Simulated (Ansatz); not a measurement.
**F2H6O3Si2: density, localisation and related maps**

Input

```
crystal:
  periodic: [false, false, false]
  atoms:
    - {symbol: Si, position_ang: [0.061328, 0.555485, 1.138306]}
    - {symbol: O, position_ang: [0.013752, 0.092944, -0.692717]}
    - {symbol: Si, position_ang: [-0.622453, -1.227550, -1.460724]}
    - {symbol: F, position_ang: [0.592541, 0.977326, 2.599124]}
    - {symbol: F, position_ang: [-0.254313, -0.970492, 1.506255]}
    - {symbol: O, position_ang: [-1.145384, 1.631383, 1.010607]}
    - {symbol: H, position_ang: [1.243100, 0.437754, -0.480161]}
    - {symbol: O, position_ang: [1.659184, 0.949703, 0.434493]}
    - {symbol: H, position_ang: [-2.047955, -1.369737, -1.077246]}
    - {symbol: H, position_ang: [-0.516418, -0.987034, -2.922029]}
    - {symbol: H, position_ang: [0.126429, -2.461921, -1.116363]}
    - {symbol: H, position_ang: [-1.570819, 1.658738, 0.152877]}
    - {symbol: H, position_ang: [2.461006, 0.713301, 0.907678]}
basis:
  gaussian: {orbitals: def2-TZVPP}
hamiltonian: {xc: pbe0, dispersion: d4}
output: {orbitals: {seedname: orbitals}}
```

Run with:

```sh
ansatz run in.yaml --threads 4 --pin off --events-out ev --progress --plain --max-ram 41984MiB --backend cuda --devices 0, --max-vram 37GiB
```

A transition-state structure; geometry: PBE0-D4/def2-TZVP.

Method: RKS PBE0-D4/def2-TZVPP (Ansatz).

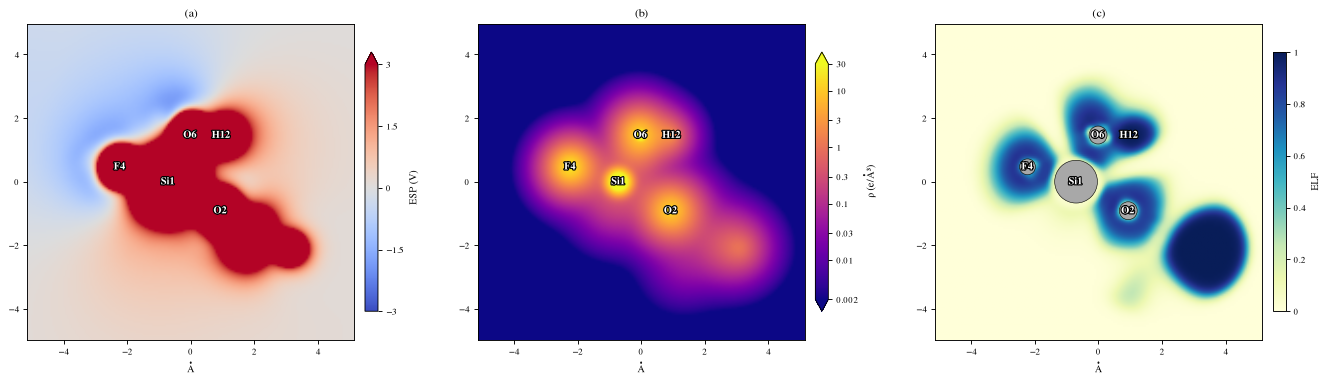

Figure 1. (a) electrostatic potential; (b) total electron density; (c) ELF on the plane of atoms Si1, O6 and H12. Grey discs cover the atomic cores in the ELF map.

> Interpret the plot.

Atoms in the plane: Si, O, F and H. Si–F (1.61 Å): ρ is about 1.1 e/Å³ halfway; the ELF peaks at about 0.85 in the valence shell of F, 0.6 Å from its nucleus, and is about 0.50 at the midpoint. Si–O (1.62 Å): the density is about 1.3 e/Å³ at the midpoint; the ELF peaks at about 0.85 between the atoms; a short, strongly polar bond. O–H (0.96 Å): ρ is about 3.8 e/Å³ halfway; the ELF climbs to about 1 towards the hydrogen, as it does in any bond to H: an ordinary covalent bond to hydrogen. The ELF also peaks beside O2, F4 and O6, away from the bonds: lone-pair regions. Outside the dense part of the molecule the potential is most negative (−1.8 V) near O6.

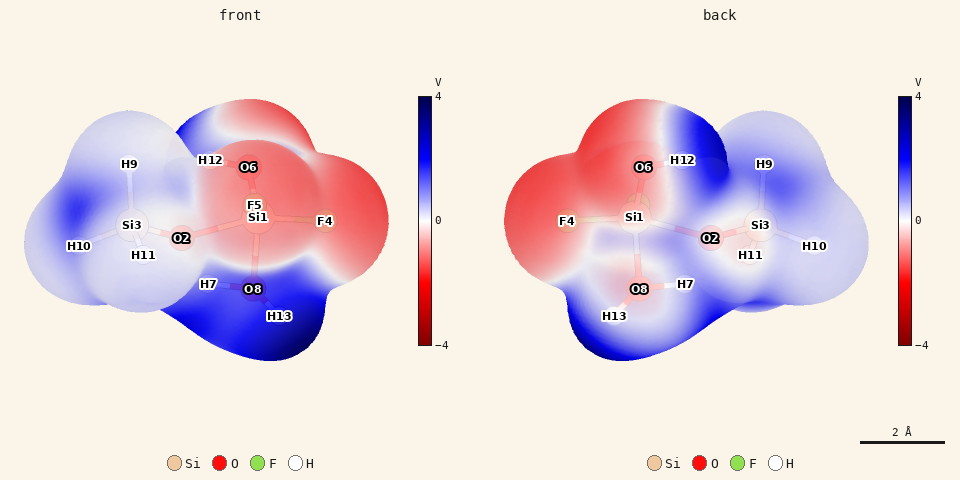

Figure 2. The molecular electrostatic potential painted on the density surface at 0.002 e/bohr³, seen from the front and from behind; the colour scale runs from red (negative) to blue (positive).

> Which sites attract a positive test charge, and which a negative one?

A positive charge is drawn to the negative regions and a negative charge to the positive ones. The most negative region (about −1.6 V) lies over O6, the most positive (about +3.6 V) over H13. O6 is the likeliest acceptor of a hydrogen bond.

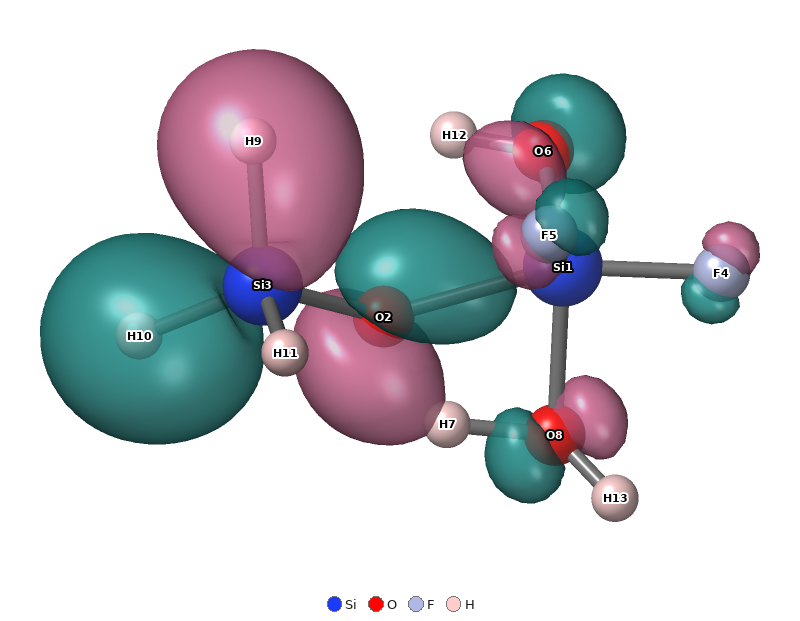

Figure 3. The HOMO−1 at ±0.1 Å⁻³ᐟ² (teal and pink are the two phases), seen at a tilt.

> What is the character of this orbital?

It lies mainly on Si3 (about 25 %), O2 (about 25 %), H10 (about 20 %) and H9 (about 15 %). Its energy is −9.35 eV.
